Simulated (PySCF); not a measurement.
# B3LYP/STO-3G run of NOF (SMILES O=NF)

Aim: the vertical ionisation energy of NOF at B3LYP/STO-3G, from 2 runs. 

The calculation is run with PySCF 2.14.0.

23 further runs of the same task are left out: 8 that didn't finish, 15 set aside as unsound or not needed.

## (1) The molecule

The species is NOF (3 atoms), meant as a singlet with charge 0. SMILES: `O=NF`. The shape is that of a GFN2-xTB optimisation.

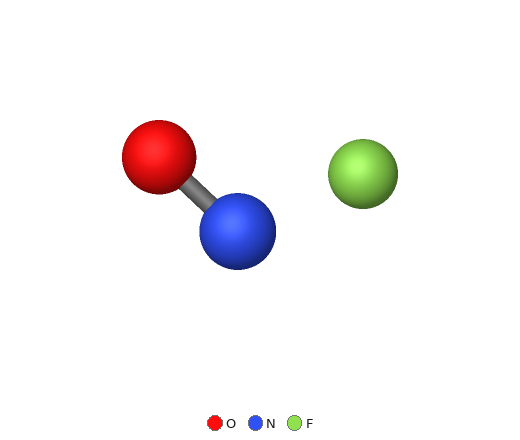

Viewed from a chosen angle; oxygen red, nitrogen blue, fluorine green.

## (2) The energy at B3LYP/STO-3G

Input file run.py:

```python
# nitrosyl fluoride
from pyscf import gto, dft

mol = gto.M(
    atom='O 0.881240 0.243070 0.511850; N 0.147270 -0.481640 0.029090; F -1.028520 0.238580 -0.540950',
    spin=0,
    basis='sto-3g',
    max_memory=1860,
    verbose=3,
)

mf = dft.RKS(mol)
mf.xc = 'b3lyp'
mf.grids.level = 5
mf.conv_tol = 1e-10
mf.kernel()
if not mf.converged:
    mf = mf.newton().run(mf.mo_coeff, mf.mo_occ)

energy = mf.e_tot
print('E = %.10f Eh' % energy)
```

Started as:

```
$ OMP_NUM_THREADS=1 python run.py
```

Log:

```text
converged SCF energy = -226.478449390962
E = -226.4784493910 Eh
```

Run time: 1.1 s. Hardware: 1 thread of AMD EPYC 9R45 (Zen 5), shared host; peak memory 0.18 GiB.

## (3) The doublet cation

Input file input.py:

```python
from pyscf import gto, dft

mol = gto.M(
    atom=[
    ('O', (0.881240, 0.243070, 0.511850)),
    ('N', (0.147270, -0.481640, 0.029090)),
    ('F', (-1.028520, 0.238580, -0.540950)),
],
    charge=1,
    spin=1,
    basis='sto-3g',
    verbose=3,
    max_memory=1860,
)

mf = dft.UKS(mol)
mf.xc = 'b3lyp'
mf.grids.level = 5
mf.conv_tol = 1e-10
mf.kernel()
if not mf.converged:
    mf = mf.newton().run(mf.mo_coeff, mf.mo_occ)

e_tot = mf.e_tot
print('E(%s) = %.9f' % ('B3LYP', e_tot))
```

Started as:

```
$ OMP_NUM_THREADS=1 python input.py
```

Log:

```text
converged SCF energy = -226.113452128671  <S^2> = 0.76753769  2S+1 = 2.0174615
E(B3LYP) = -226.113452129
```

Run time: 2.1 s. Hardware: 1 thread of AMD EPYC 9R45 (Zen 5), shared host; peak memory 0.18 GiB.

## (4) Results

At B3LYP/STO-3G:

| quantity | value |
| --- | --- |
| singlet NOF: total energy | -226.47845 Eh |
| singlet NOF: dipole moment | 0.34 D |
| singlet NOF: HOMO energy | -5.01 eV |
| singlet NOF: LUMO energy | 0.14 eV |
| singlet NOF: HOMO–LUMO gap | 5.16 eV |
| doublet cation: total energy | -226.11345 Eh |
| doublet cation: HOMO energy (highest over α and β) | -18.62 eV |
| doublet cation: LUMO energy (lowest over α and β) | -14.79 eV |
| doublet cation: ⟨S²⟩ | 0.768 |
| vertical ionisation energy (to the doublet cation) | 9.932 eV |

**Reading.** The vertical ionisation energy comes to 9.93 eV (958 kJ/mol). The negative HOMO energy of the first species, 5.01 eV, lies 4.92 eV below that difference. In a minimal basis such a difference can be off by several eV, whatever the method.
